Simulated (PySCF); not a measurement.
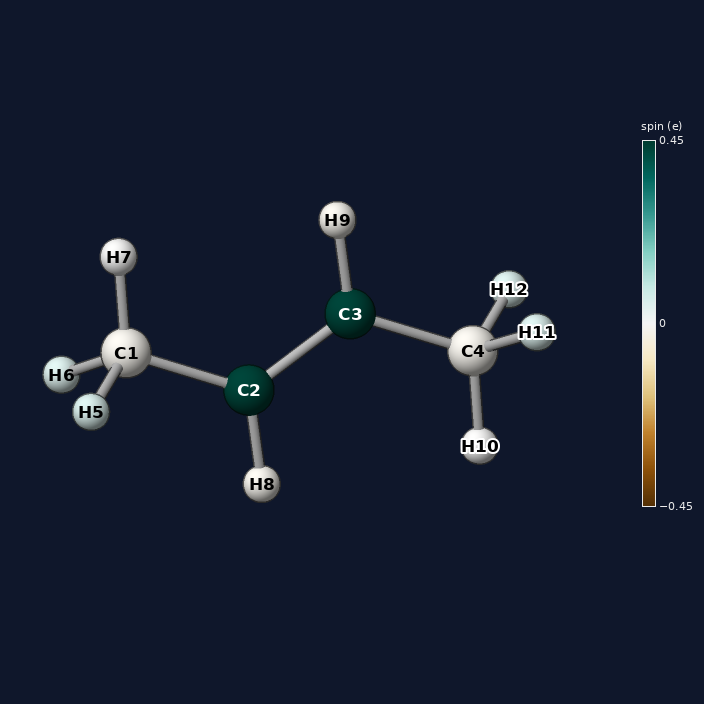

Atoms are coloured by their Mulliken spin populations. The species has charge +1 and is a spin doublet. The computed structure is the end point of a GFN2-xTB optimisation. No frequency run is at hand to confirm it as a minimum. Properties computed with UKS B3LYP, pcH-1 on C H, non-relativistic (PySCF 2.14.0).

List the Mulliken spin populations.

```json
{"atom": "C1", "value (e)": "−0.02"}
{"atom": "C2", "value (e)": "0.43"}
{"atom": "C3", "value (e)": "0.43"}
{"atom": "C4", "value (e)": "−0.02"}
{"atom": "H5", "value (e)": "0.06"}
{"atom": "H6", "value (e)": "0.05"}
{"atom": "H7", "value (e)": "0.00"}
{"atom": "H8", "value (e)": "−0.02"}
{"atom": "H9", "value (e)": "−0.02"}
{"atom": "H10", "value (e)": "0.00"}
{"atom": "H11", "value (e)": "0.05"}
{"atom": "H12", "value (e)": "0.05"}
```

Mulliken values depend strongly on the basis set.
